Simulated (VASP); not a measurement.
Band structure of BeTe (relaxed from the layer:h-BN structure). These are r2SCAN meta-GGA, VASP's PBE PAW potentials (set 64) (plane waves; VASP) values and carry that method's errors.

The cell holds a wide vacuum, so values per volume refer to the whole cell. Unless said otherwise, spin-orbit coupling is left out, though it shifts the bands of the heavy elements here.

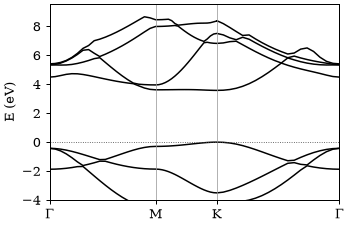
Fig. 1. Bands along high-symmetry lines, zero at the valence-band maximum or, without a gap, the Fermi level

Read the plot: is there a gap, and where are the band edges?

The gap is direct, 3.58 eV, from the valence maximum at K to the conduction minimum at K.

The cell is a sheet with vacuum, built from a generated structure.
